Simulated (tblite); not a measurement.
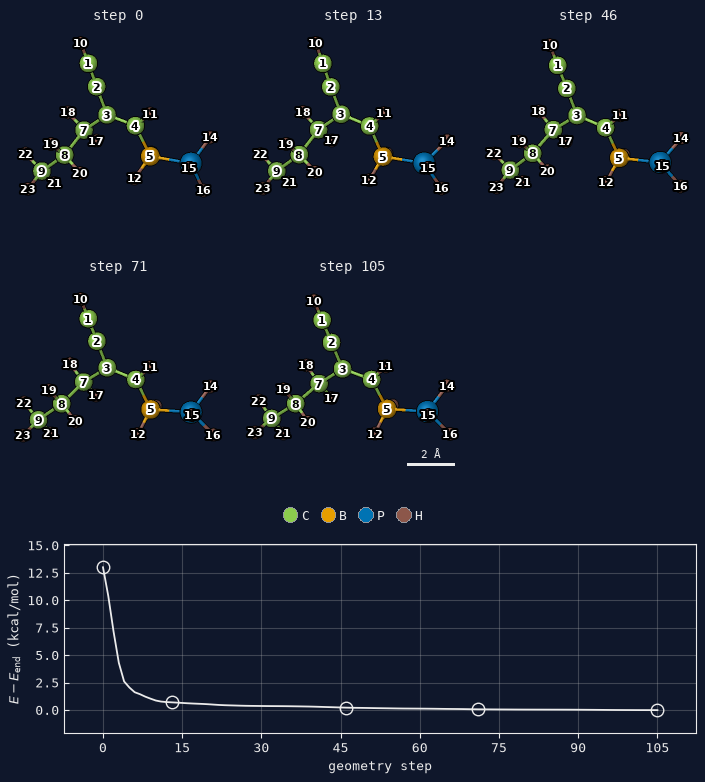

Frames of a relaxation of C₇H₁₄BP, marked on the history of the run. The picture is a ball-and-stick view, seen at a tilt.

Level of theory: GFN2-xTB geometry optimisation, gas phase (tblite 0.8.0). 

Question: Describe the path.

Answer: The energy falls by 13.0 kcal/mol in 105 geometry steps. The atom that moves furthest after the best rigid fit is an H atom (0.65 Å). By element the largest moves are H 0.65 Å, C 0.28 Å, B 0.21 Å, P 0.13 Å. Among the contacts that change: B–P 1.890 → 1.928 Å, C–C 1.455 → 1.417 Å, H–P 1.418 → 1.384 Å, C–H 1.116 → 1.088 Å. Bond angles that change, for instance: B–P–H 109.4° → 124.5°, H–P–H 109.3° → 96.5°, H–P–H 109.9° → 97.2°. Cost: 1.6 s on 1 thread of Arm Neoverse N1 (shared host). From step 0 to 13: an H atom moves most (0.20 Å), energy −12.3 kcal/mol. From step 13 to 46: an H atom moves most (0.22 Å), energy −0.48 kcal/mol. From step 46 to 71: an H atom moves most (0.20 Å), energy −0.15 kcal/mol. From step 71 to 105: an H atom moves most (0.19 Å), energy −0.07 kcal/mol.

| step | E − E(0), kcal/mol |
| --- | --- |
| 0 | 0.00 |
| 1 | -2.60 |
| 2 | -5.85 |
| 3 | -8.70 |
| 4 | -10.40 |
| 5 | -10.95 |
| 6 | -11.38 |
| 7 | -11.56 |
| 8 | -11.78 |
| 9 | -11.97 |
| 10 | -12.14 |
| 15 | -12.36 |
| 20 | -12.48 |
| 25 | -12.59 |
| 30 | -12.64 |
| 35 | -12.66 |
| 40 | -12.70 |
| 45 | -12.77 |
| 50 | -12.82 |
| 55 | -12.86 |
| 60 | -12.88 |
| 65 | -12.90 |
| 70 | -12.93 |
| 75 | -12.95 |
| 80 | -12.96 |
| 85 | -12.97 |
| 90 | -12.98 |
| 95 | -13.00 |
| 100 | -13.01 |
| 105 | -13.01 |
